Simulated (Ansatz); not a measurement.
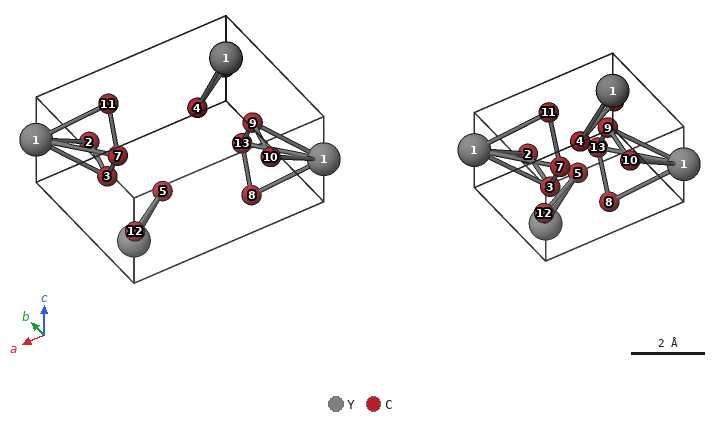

Two geometries of a crystal of YC12 (a generated structure, set up in P-31m) (coarse preliminary run), drawn at one scale. One is the start of a relaxation, the other its converged end. A ball-and-stick model of the cell of the calculation, seen from a free direction.

Level of theory: DFT PBE, scalar-relativistic, plane waves, PAW in Ansatz. (plane-wave cutoff 420 eV; k-point mesh 3 × 3 × 8; occupations gaussian; smearing width 0.1 eV; no spin polarisation; cell and atoms relaxed; force threshold 0.04 eV/Å; at most 70 steps)

Question: Which of the two is the end point?

Answer: The left one is the relaxed one. The largest moves relative to the cell, 1.01 Å, are those of C atoms. Y stays in place. The volume changes by +114.0 %, with a = b 5.852 → 8.036 Å (+37.3 %), c 2.216 → 2.515 Å (+13.5 %). Among the contacts that change: C–C 1.642 → 3.974 Å, C–C 1.981 → 4.203 Å, C–C 1.829 → 3.967 Å, Y–Y 2.216 → 2.515 Å. Bond angles that change, for instance: C–C–C 98.4° → 117.2°, C–C–C 127.4° → 116.6°, Y–C–C 110.1° → 118.4°. The space group stays P-31m (No. 162). Over 15 accepted moves (19 points after the start) the energy falls by 2324 meV per atom. Largest force component: 6.4 eV/Å at the start, 0.0068 eV/Å at the end. Pressure: 183.60 GPa at the start and 0.11 GPa at the end. The SCF was repeated 4 times at an unchanged geometry on a basis and grid sized afresh for the cell, which shifted the energy by 88.4 meV per atom at most. The run took 5 min on 1 thread of Intel(R) Xeon(R) Processor @ 2.50GHz (Skylake/Cascade Lake), with other jobs on the host, peak memory 0.45 GiB.
